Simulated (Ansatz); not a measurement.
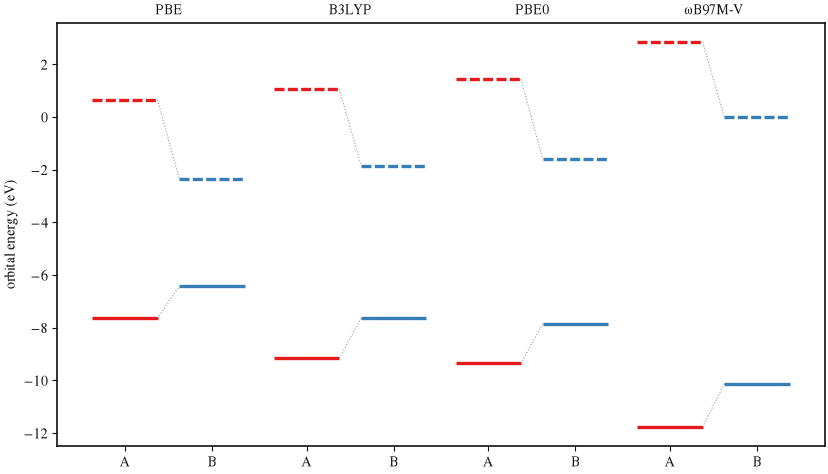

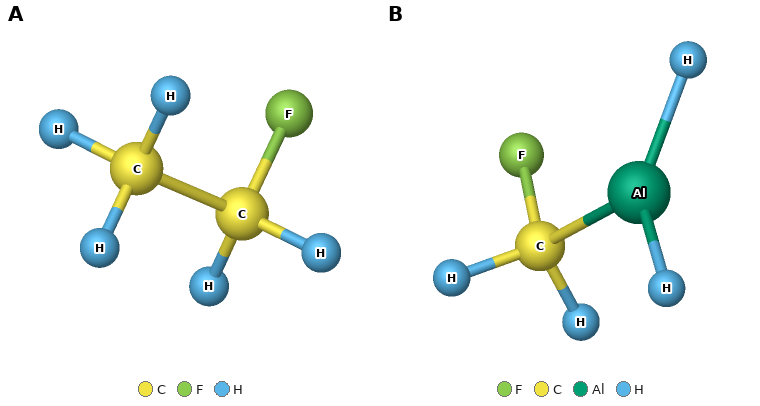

One change: A, C₂H₅F (SMILES CCF), becomes B, CH₄AlF (SMILES F[CH2][AlH2]). CH₃ on C is replaced by AlH₂. HOMO (solid) and LUMO (dashed) computed in def2-TZVPP at PBE0-D4/def2-TZVP geometries, both minima by their frequencies, gas phase, the Ansatz code 0.2.0. Empty levels above zero depend strongly on the basis.

Question: What does the change do to HOMO and LUMO?

Answer: PBE: the HOMO rises by 1.23 eV, the LUMO falls by 3.02 eV, and the separation goes from 8.28 to 4.03 eV. B3LYP: the HOMO rises by 1.51 eV, the LUMO falls by 2.90 eV, and the separation goes from 10.21 to 5.80 eV. PBE0: the HOMO rises by 1.51 eV, the LUMO falls by 3.04 eV, and the separation goes from 10.79 to 6.24 eV. ωB97M-V: the HOMO rises by 1.64 eV, the LUMO falls by 2.87 eV, and the separation goes from 14.62 to 10.11 eV.

Question: Do the functionals agree on the effect?

Answer: They agree on the direction for both levels; the HOMO shift lies between 1.23 and 1.64 eV and the LUMO shift between −3.04 and −2.87 eV, while the separations themselves differ by up to 6.3 eV between functionals.
